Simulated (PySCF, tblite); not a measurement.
# C₁₆H₁₂: electronic excitations, NMR shifts

Wanted: electronic excitations, NMR shifts for C₁₆H₁₂ (`C1=C\C=C/c2c(ccc3ccccc23)\C=C/1`).

Programs: tblite 0.8.0 and PySCF 2.14.0, with routines of our own; each step states its level. All values are computed. Atoms count from 0.

## Step 1: The starting structure

28 atoms, charge 0, multiplicity 1; geometry from: force field, distance geometry or constructed start.

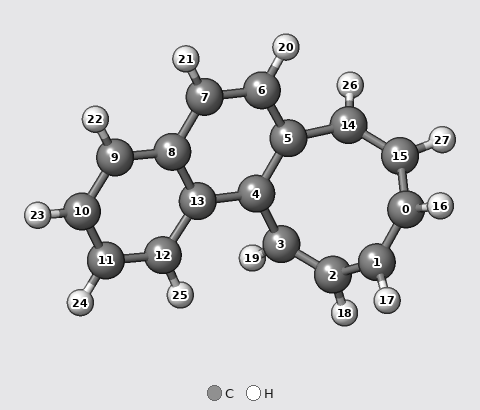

The starting geometry (carbon grey, hydrogen white).

## Step 2: Relaxing the molecule with GFN2-xTB

Job settings and geometry (Å):

```
{"job": {"kind": "relax", "xc": "GFN2-xTB", "basis": "xTB"}, "charge": 0, "multiplicity": 1}
C     -2.973100     0.495500    -1.554400
C     -2.537700    -0.761600    -1.673700
C     -2.183100    -1.629500    -0.559800
C     -1.250200    -1.385300     0.362000
C     -0.334000    -0.228100     0.410900
C     -0.832100     1.088800     0.548600
C      0.072800     2.157800     0.651600
C      1.450900     1.940400     0.607000
C      1.965100     0.644900     0.450900
C      3.350600     0.452100     0.401200
C      3.894600    -0.821400     0.240000
C      3.051700    -1.918400     0.130800
C      1.666000    -1.736400     0.186600
C      1.082200    -0.458400     0.345300
C     -2.258700     1.450600     0.633400
C     -3.184600     1.203300    -0.301000
H     -3.275300     1.035900    -2.449600
H     -2.484500    -1.222700    -2.654100
H     -2.747100    -2.557900    -0.509400
H     -1.085600    -2.122300     1.157300
H     -0.294700     3.178500     0.769100
H      2.113600     2.795000     0.684500
H      4.033700     1.305600     0.487100
H      4.970300    -0.956400     0.200800
H      3.468400    -2.910200     0.001700
H      1.038300    -2.622300     0.079900
H     -2.540100     2.010700     1.518500
H     -4.189900     1.588300    -0.156700
```

The run is started by

```console
> OMP_NUM_THREADS=1 python large_run.py task.json out
```

The driver reads the jobs from task.json and runs them one after another.

Standard output:

```text
step      E/eV     max force
  0   -1096.50855    1.642
  1   -1096.59493    0.837
  2   -1096.61622    0.358
  3   -1096.62597    0.239
  4   -1096.64064    0.260
  5   -1096.64629    0.142
  6   -1096.64981    0.129
  7   -1096.65322    0.129
  8   -1096.65600    0.148
  9   -1096.65782    0.080
 10   -1096.65914    0.088
 11   -1096.66013    0.071
 12   -1096.66077    0.054
 13   -1096.66122    0.052
 14   -1096.66166    0.053
 15   -1096.66219    0.054
 16   -1096.66264    0.041
 17   -1096.66296    0.036
 18   -1096.66322    0.034
 19   -1096.66348    0.041
 20   -1096.66378    0.039
 21   -1096.66407    0.043
 22   -1096.66433    0.037
 23   -1096.66455    0.033
 24   -1096.66474    0.024
 25   -1096.66491    0.031
 26   -1096.66508    0.038
 27   -1096.66525    0.035
 28   -1096.66542    0.028
 29   -1096.66558    0.028
 30   -1096.66574    0.029
 31   -1096.66590    0.025
 32   -1096.66605    0.023
 33   -1096.66620    0.023
 34   -1096.66634    0.019
```

Wall time 0.81 s (1 thread of Arm Neoverse N1, shared host); peak memory 0.18 GiB.

Along the way:

| step | energy from step 0 (eV) | largest force (eV/Å) |
| --- | --- | --- |
| 0 | 0.0000 | 1.6424 |
| 1 | -0.0864 | 0.8362 |
| 2 | -0.1077 | 0.3579 |
| 3 | -0.1174 | 0.2392 |
| 4 | -0.1321 | 0.2601 |
| 5 | -0.1377 | 0.1419 |
| 6 | -0.1413 | 0.1285 |
| 7 | -0.1447 | 0.1287 |
| 8 | -0.1474 | 0.1473 |
| 10 | -0.1506 | 0.0877 |
| 12 | -0.1522 | 0.0533 |
| 14 | -0.1531 | 0.0529 |
| 16 | -0.1541 | 0.0409 |
| 18 | -0.1547 | 0.0342 |
| 20 | -0.1552 | 0.0391 |
| 22 | -0.1558 | 0.0365 |
| 24 | -0.1562 | 0.0235 |
| 26 | -0.1565 | 0.0386 |
| 28 | -0.1569 | 0.0280 |
| 30 | -0.1572 | 0.0287 |
| 31 | -0.1573 | 0.0245 |
| 32 | -0.1575 | 0.0228 |
| 33 | -0.1576 | 0.0230 |
| 34 | -0.1578 | 0.0188 |

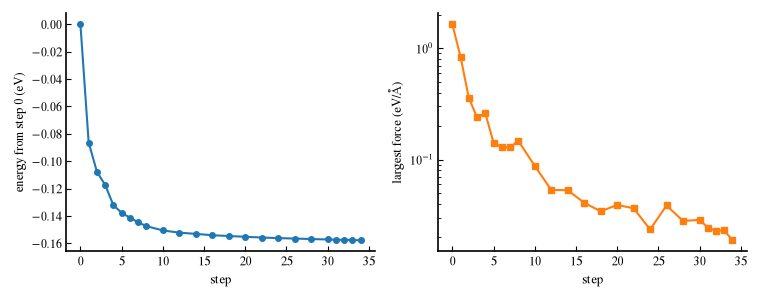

Energy and largest force along the relaxation.

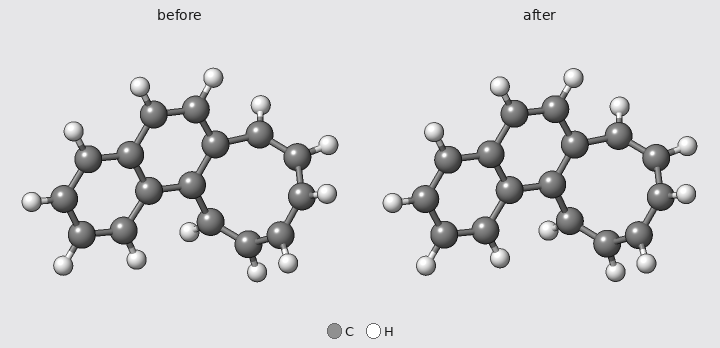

The geometry before (left) and after (right).

Close pairs (by a distance rule), those that changed most:

| bond | before (Å) | after (Å) | change (Å) |
| --- | --- | --- | --- |
| C4–C5 | 1.415 | 1.378 | -0.037 |
| C6–C7 | 1.396 | 1.364 | -0.032 |
| C11–C12 | 1.399 | 1.367 | -0.031 |
| C9–C10 | 1.394 | 1.366 | -0.028 |
| C9–H22 | 1.097 | 1.081 | -0.016 |
| C10–C11 | 1.388 | 1.402 | +0.014 |
| C4–C13 | 1.436 | 1.423 | -0.014 |
| C3–H19 | 1.097 | 1.084 | -0.012 |

The end geometry stands in the next job.

## Step 3: Electronic excitations: TDDFT wB97X-D/6-31G*

Job settings and geometry (Å):

```
{"job": {"kind": "uv", "basis": "6-31G*", "grid": 1, "kgrid": 0, "vcut": 1.5, "nstates": 6, "ntriplets": 2, "tda": false, "delta": ["ip_vertical"], "pop": true, "xc": "wB97X-D"}, "charge": 0, "multiplicity": 1}
C     -2.935236     0.481907    -1.563365
C     -2.480950    -0.761782    -1.675865
C     -2.146298    -1.621818    -0.539858
C     -1.228248    -1.365828     0.383183
C     -0.327604    -0.198270     0.394868
C     -0.810390     1.083440     0.543485
C      0.089160     2.165089     0.655452
C      1.437866     1.970977     0.598794
C      1.967276     0.673514     0.437143
C      3.356817     0.441360     0.387663
C      3.852233    -0.823668     0.241721
C      2.974357    -1.910790     0.124682
C      1.621579    -1.716360     0.163371
C      1.075397    -0.425592     0.333516
C     -2.246905     1.397221     0.646416
C     -3.158731     1.170662    -0.292271
H     -3.251831     1.025462    -2.446069
H     -2.428546    -1.233716    -2.649830
H     -2.699053    -2.554076    -0.498578
H     -1.052767    -2.083968     1.176286
H     -0.317221     3.158305     0.789742
H      2.119726     2.805589     0.684680
H      4.021897     1.289542     0.469459
H      4.918110    -0.994650     0.213088
H      3.376709    -2.905769     0.001129
H      0.952167    -2.556085     0.052186
H     -2.526015     1.956254     1.532767
H     -4.166037     1.549464    -0.155267
```

With the program's defaults for keys left out, this is: TDDFT wB97X-D/6-31G*, vertical, gas phase, core orbitals frozen in the response, virtual orbitals cut by energy.

Standard output:

```text
start: PBE on a coarse grid of 23522 points
cycle   1  E = -616.0830614817  dE =  2.544e+00  |g| = 7.341e-01  |ddm| = 6.068e+00
cycle   2  E = -616.0054539729  dE =  7.761e-02  |g| = 9.107e-01  |ddm| = 2.218e+00
cycle   3  E = -616.2422233877  dE = -2.368e-01  |g| = 9.077e-02  |ddm| = 1.428e+00
cycle   4  E = -616.2434649267  dE = -1.242e-03  |g| = 5.612e-02  |ddm| = 2.014e-01
cycle   5  E = -616.2442242825  dE = -7.594e-04  |g| = 2.321e-02  |ddm| = 8.124e-02
cycle   6  E = -616.2443515630  dE = -1.273e-04  |g| = 1.061e-02  |ddm| = 3.387e-02
cycle   7  E = -616.2443801400  dE = -2.858e-05  |g| = 2.648e-03  |ddm| = 1.340e-02
final grid: 103026 points
cycle   8  E = -616.6401665589  dE = -9.608e-03  |g| = 3.311e-02  |ddm| = 8.648e-01
cycle   9  E = -616.6407411931  dE = -5.746e-04  |g| = 1.539e-02  |ddm| = 1.375e-01
cycle  10  E = -616.6408288866  dE = -8.769e-05  |g| = 5.396e-03  |ddm| = 3.096e-02
cycle  11  E = -616.6408469585  dE = -1.807e-05  |g| = 2.305e-03  |ddm| = 1.667e-02
cycle  12  E = -616.6408504657  dE = -3.507e-06  |g| = 8.965e-04  |ddm| = 3.697e-03
cycle  13  E = -616.6408470389  dE =  3.427e-06  |g| = 3.251e-04  |ddm| = 1.878e-03
cycle  14  E = -616.6408476896  dE = -6.507e-07  |g| = 1.387e-04  |ddm| = 8.638e-04
cycle  15  E = -616.6408484243  dE = -7.347e-07  |g| = 3.490e-05  |ddm| = 2.744e-04
converged SCF energy = -616.6408484243
Vertical ionisation energy (delta-SCF) = 7.4216 eV   <S^2> = 0.771

Static polarisability (au): isotropic 157.940, principal 81.842 168.244 223.735

Singlet excitations
state   eV       nm        f      main configurations
  1   4.2897    289.0   0.02975   H->L 0.83
  2   4.5858    270.4   0.00015   H->L+1 0.38, H-1->L 0.33, H-2->L 0.12
  3   5.0108    247.4   0.12291   H-1->L 0.32, H->L+1 0.25, H-2->L 0.13
  4   5.5092    225.0   0.00558   H-2->L 0.37, H->L+2 0.34, H->L+1 0.12
  5   5.7577    215.3   0.75133   H->L+2 0.30, H-2->L 0.20, H->L+1 0.14
  6   5.8447    212.1   0.11854   H-3->L 0.40, H-2->L+1 0.11, H->L+3 0.10

Triplet excitations (Tamm-Dancoff, eV): 3.0115 3.5814
```

It took 98 s on 1 thread of Arm Neoverse N1, shared host; peak memory 0.65 GiB.

Frontier orbitals and where they lie:

| orbital | eV | atoms |
| --- | --- | --- |
| HOMO−4 | -9.70 | C9 14 %, C4 12 %, C13 12 % |
| HOMO−3 | -9.26 | C2 20 %, C14 20 %, C3 17 % |
| HOMO−2 | -8.55 | C0 16 %, C3 13 %, C1 12 % |
| HOMO−1 | -8.17 | C6 17 %, C11 13 %, C8 11 % |
| HOMO | -7.46 | C4 17 %, C7 14 %, C12 12 % |
| LUMO | 0.67 | C4 15 %, C7 14 %, C12 11 % |
| LUMO+1 | 1.44 | C6 16 %, C11 13 %, C8 11 % |
| LUMO+2 | 1.82 | C0 14 %, C3 14 %, C10 12 % |
| LUMO+3 | 2.75 | C2 16 %, C14 14 %, C3 11 % |

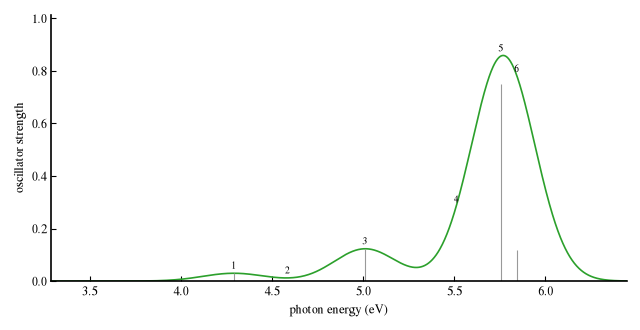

Absorption spectrum from the 6 singlet states computed; above the last one it falls off for lack of states. Lines are broadened to a width of 0.40 eV (Gaussian).

Further results of this job:

| property | computed |
| --- | --- |
| dipole moment (D) | 0.29 |
| polarisability (Å³) | 23.40 |
| HOMO–LUMO gap (eV) | 8.13 |
| −ε(HOMO) (eV) | 7.46 |

## Step 4: NMR shifts: GIAO KT3/pcSseg-1

Settings changed since step 3:

```diff
@@ -1,2 +1,2 @@
-{"job": {"kind": "uv", "basis": "6-31G*", "grid": 1, "kgrid": 0, "vcut": 1.5, "nstates": 6, "ntriplets": 2, "tda": false, "delta": ["ip_vertical"], "pop": true, "xc": "wB97X-D"}, "charge": 0, "multiplicity": 1}
+{"job": {"kind": "nmr", "xc": "KT3", "basis": "pcSseg-1", "pop": false}, "charge": 0, "multiplicity": 1}
 C     -2.935236     0.481907    -1.563365
```

Level: GIAO KT3/pcSseg-1 NMR shielding, non-relativistic, gas phase.

Standard output:

```text
start: PBE on a coarse grid of 23522 points
cycle   1  E = -615.7317550898  dE =  2.517e+00  |g| = 7.172e-01  |ddm| = 5.918e+00
cycle   2  E = -615.6385698869  dE =  9.319e-02  |g| = 9.320e-01  |ddm| = 2.205e+00
cycle   3  E = -615.8802275405  dE = -2.417e-01  |g| = 9.065e-02  |ddm| = 1.532e+00
cycle   4  E = -615.8816669815  dE = -1.439e-03  |g| = 4.711e-02  |ddm| = 2.406e-01
cycle   5  E = -615.8821427607  dE = -4.758e-04  |g| = 2.141e-02  |ddm| = 7.041e-02
cycle   6  E = -615.8822438709  dE = -1.011e-04  |g| = 1.127e-02  |ddm| = 3.480e-02
cycle   7  E = -615.8822777246  dE = -3.385e-05  |g| = 2.307e-03  |ddm| = 1.335e-02
final grid: 218910 points
cycle   8  E = -627.0792730912  dE = -3.758e-02  |g| = 2.058e-02  |ddm| = 1.159e+00
cycle   9  E = -627.0793375987  dE = -6.451e-05  |g| = 1.456e-02  |ddm| = 6.254e-02
cycle  10  E = -627.0793157679  dE =  2.183e-05  |g| = 1.652e-02  |ddm| = 3.781e-02
cycle  11  E = -627.0793925479  dE = -7.678e-05  |g| = 3.184e-03  |ddm| = 2.074e-02
cycle  12  E = -627.0793965093  dE = -3.961e-06  |g| = 1.341e-03  |ddm| = 4.957e-03
cycle  13  E = -627.0793946796  dE =  1.830e-06  |g| = 4.079e-04  |ddm| = 1.993e-03
cycle  14  E = -627.0793959037  dE = -1.224e-06  |g| = 1.535e-04  |ddm| = 6.927e-04
cycle  15  E = -627.0793952133  dE =  6.905e-07  |g| = 6.102e-05  |ddm| = 2.491e-04
converged SCF energy = -627.0793952133

GIAO shielding tensors (ppm)
atom      isotropic    diamagn.    paramagn.     s11        s22        s33       span
  0 C       55.960     253.554    -197.594    -40.839     64.048    144.670    185.509
  1 C       54.831     254.656    -199.825    -42.722     62.955    144.260    186.983
  2 C       54.082     254.618    -200.536    -40.560     60.668    142.139    182.699
  3 C       54.729     256.271    -201.542    -43.688     64.073    143.802    187.491
  4 C       55.337     255.536    -200.200    -23.389     36.339    153.060    176.449
  5 C       53.531     256.816    -203.285    -30.903     34.936    156.560    187.463
  6 C       63.847     250.070    -186.223    -27.080     56.676    161.946    189.026
  7 C       62.934     250.172    -187.238    -28.459     60.370    156.889    185.348
  8 C       60.557     253.734    -193.178     -5.486     -2.677    189.833    195.320
  9 C       62.622     244.277    -181.655    -28.015     57.677    158.204    186.219
 10 C       65.186     252.625    -187.439    -33.180     56.873    171.865    205.044
 11 C       65.144     251.729    -186.585    -32.960     56.982    171.409    204.369
 12 C       66.294     249.241    -182.947    -29.443     56.852    171.471    200.913
 13 C       60.849     250.284    -189.435     -4.365      2.581    184.332    188.697
 14 C       52.790     254.171    -201.380    -42.493     63.121    137.744    180.237
 15 C       55.375     253.822    -198.447    -38.562     62.178    142.508    181.069
 16 H       25.683      29.806      -4.123     23.120     26.171     27.757      4.637
 17 H       25.597      30.666      -5.069     22.792     26.598     27.401      4.609
 18 H       25.289      30.315      -5.026     22.722     25.622     27.523      4.800
 19 H       24.614      33.221      -8.607     21.911     25.238     26.694      4.783
 20 H       24.658      33.329      -8.671     20.387     24.917     28.670      8.284
 21 H       24.071      33.595      -9.524     19.512     24.918     27.783      8.271
 22 H       24.058      31.966      -7.907     19.403     24.735     28.036      8.632
 23 H       24.268      28.386      -4.118     20.188     25.657     26.960      6.772
 24 H       24.249      30.137      -5.888     19.982     25.269     27.496      7.514
 25 H       23.818      35.447     -11.629     17.874     23.529     30.050     12.176
 26 H       24.818      30.351      -5.533     22.397     25.677     26.380      3.982
 27 H       25.467      27.905      -2.438     23.235     25.718     27.448      4.214
```

Run time: 53 s. Hardware: 1 thread of Arm Neoverse N1, shared host; peak memory 0.62 GiB.

Shifts follow as δ = σ(reference) − σ, with reference shieldings (ppm) from runs at the same level and on the same kind of geometry: 1H TMS 31.76, 13C TMS 184.7. The references are single molecules in the gas phase.

| atoms | environment | σ (ppm) | δ (ppm) |
| --- | --- | --- | --- |
| C14 | alkene CH | 52.8 | 131.9 |
| C5 | substituted aromatic carbon | 53.5 | 131.2 |
| C2 | alkene CH | 54.1 | 130.6 |
| C3 | alkene CH | 54.7 | 130.0 |
| C1 | alkene CH | 54.8 | 129.9 |
| C4 | substituted aromatic carbon | 55.3 | 129.4 |
| C15 | alkene CH | 55.4 | 129.3 |
| C0 | alkene CH | 56.0 | 128.8 |
| C8 | ring-fusion aromatic carbon | 60.6 | 124.2 |
| C13 | ring-fusion aromatic carbon | 60.8 | 123.9 |
| C9 | aromatic CH | 62.6 | 122.1 |
| C7 | aromatic CH | 62.9 | 121.8 |
| C6 | aromatic CH | 63.8 | 120.9 |
| C11 | aromatic CH | 65.1 | 119.6 |
| C10 | aromatic CH | 65.2 | 119.5 |
| C12 | aromatic CH | 66.3 | 118.4 |
| H25 | hydrogen on an aromatic CH | 23.82 | 7.94 |
| H22 | hydrogen on an aromatic CH | 24.06 | 7.70 |
| H21 | hydrogen on an aromatic CH | 24.07 | 7.69 |
| H24 | hydrogen on an aromatic CH | 24.25 | 7.51 |
| H23 | hydrogen on an aromatic CH | 24.27 | 7.49 |
| H19 | hydrogen on an alkene CH | 24.61 | 7.15 |
| H20 | hydrogen on an aromatic CH | 24.66 | 7.10 |
| H26 | hydrogen on an alkene CH | 24.82 | 6.94 |
| H18 | hydrogen on an alkene CH | 25.29 | 6.47 |
| H27 | hydrogen on an alkene CH | 25.47 | 6.29 |
| H17 | hydrogen on an alkene CH | 25.60 | 6.16 |
| H16 | hydrogen on an alkene CH | 25.68 | 6.08 |

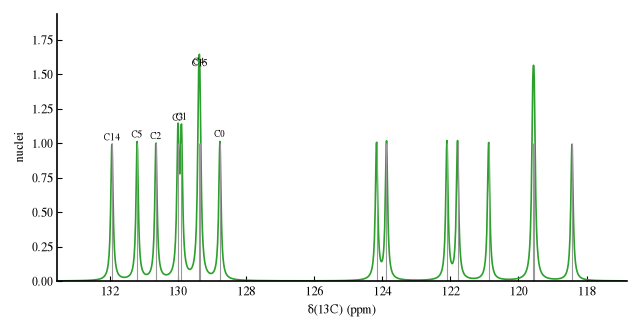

13C lines at the computed shifts, without couplings. Lines are broadened to a width of 0.08 ppm (Lorentzian).

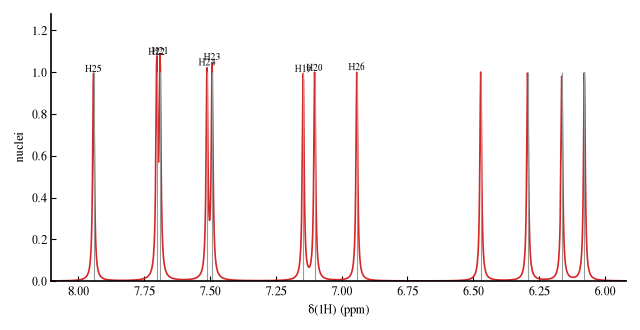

1H lines at the computed shifts, without couplings. Lines are broadened to a width of 0.01 ppm (Lorentzian).

Ring of atoms C0, C1, C2, C3, C4, C5, C14, C15: NICS(0) 1.6, NICS(1) -2.5, NICS(1)zz 5.7 ppm (means of both faces).

Ring of atoms C4, C5, C6, C7, C8, C13: NICS(0) -8.1, NICS(1) -10.5, NICS(1)zz -25.6 ppm (means of both faces).

Ring of atoms C8, C9, C10, C11, C12, C13: NICS(0) -8.8, NICS(1) -11.3, NICS(1)zz -27.9 ppm (means of both faces).

## Step 5: Results

```
                                quantity                                                                                                          value
         lowest singlet (wB97X-D/6-31G*)                                                                                    4.29 eV (289 nm), f = 0.030
brightest single state of those computed                                                                                    state 5, 5.76 eV, f = 0.751
                          lowest triplet                                                                                                        3.01 eV
       vertical ionisation energy (ΔSCF)                                                                                                        7.42 eV
   13C shifts against TMS (KT3/pcSseg-1)  131.9, 131.2, 130.6, 130.0, 129.9, 129.4, 129.3, 128.8, 124.2, 123.9, 122.1, 121.8, 120.9, 119.6 ppm and more
    1H shifts against TMS (KT3/pcSseg-1)                                     7.94, 7.70, 7.69, 7.51, 7.49, 7.15, 7.10, 6.94, 6.47, 6.29, 6.16, 6.08 ppm
```

The first singlet state (HOMO→LUMO 0.83) lies at 4.29 eV and is weak; of the 6 states computed, the strongest absorption comes from state 5 at 5.76 eV. The lowest triplet lies 1.28 eV below the lowest singlet (triplets in Tamm-Dancoff, singlets in full TDDFT). ΔSCF puts the ionisation energy at 7.42 eV, 0.04 eV below −ε(HOMO). NICS(1)zz of -26 ppm above the planar ring from C4 marks a diatropic (aromatic) ring current. NICS(1)zz of -28 ppm above the planar ring from C8 marks a diatropic (aromatic) ring current.
